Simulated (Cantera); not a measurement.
Feed: 1 mol PbO, 0.38 mol O2, 1.1 mol H2, equilibrated at 1375 K.

Method: chemical equilibrium by Gibbs-energy minimisation in Cantera with the NASA 1993 tables (ideal gas, pure condensed phases). Candidate condensed phases: H2O, Pb, PbO, PbO2, Pb3O4; 12 gas species. Each liquid is taken as pure. Mutual solubility and eutectic melting of coexisting phases are not modelled. Gases not in the tables: (PbO)n polymers. Kinetics and transport are ignored.

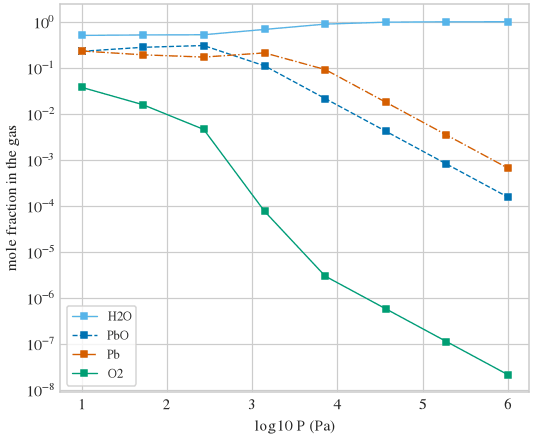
Fig. 1. Equilibrium gas composition (values under 1e-9 drawn at 1e-9)

From 0.0750 Torr to 2.03 Torr nothing is condensed. At 10.5 Torr the condensed part is PbO(l). From 54.0 Torr to 7500 Torr the condensed part is Pb(l) + PbO(l).
